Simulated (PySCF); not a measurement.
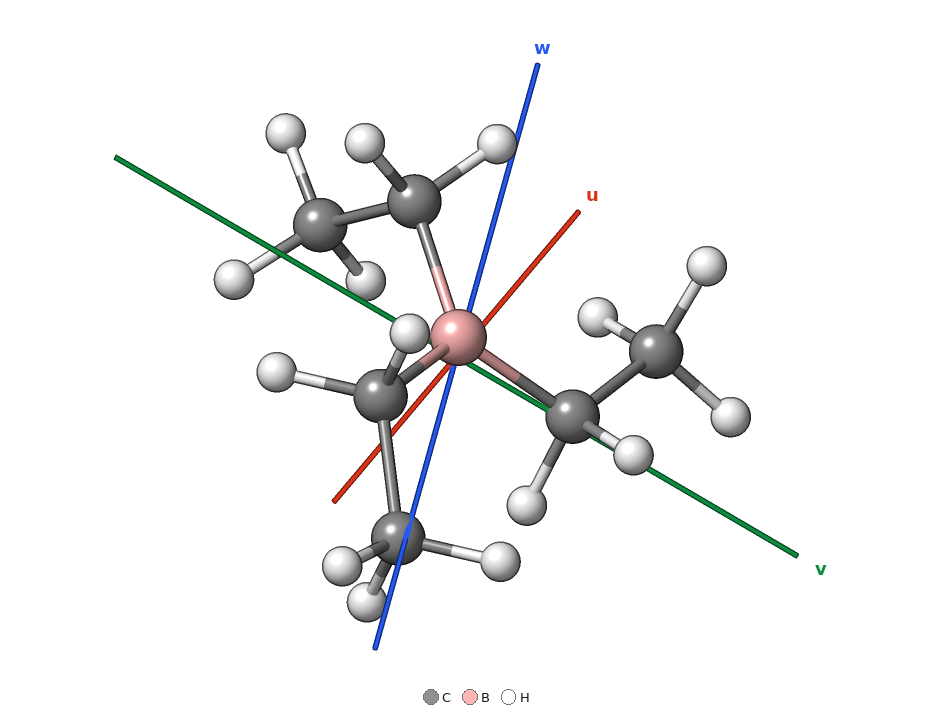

The lines u, v and w are the principal axes of the static dipole polarisability. The computed structure is the end point of a PBE0-D3(BJ)/def2-SVP optimisation. No frequency run is at hand to confirm it as a minimum. Computed with B3LYP/def2-SVPD (PySCF 2.14.0).

Along which axis is the molecule most polarisable, and along which least?

Most along w, least along u.

Give the three principal values.

u 77.5, v 92.1, w 97.7 bohr³; mean 89.1, anisotropy 18.0 bohr³.
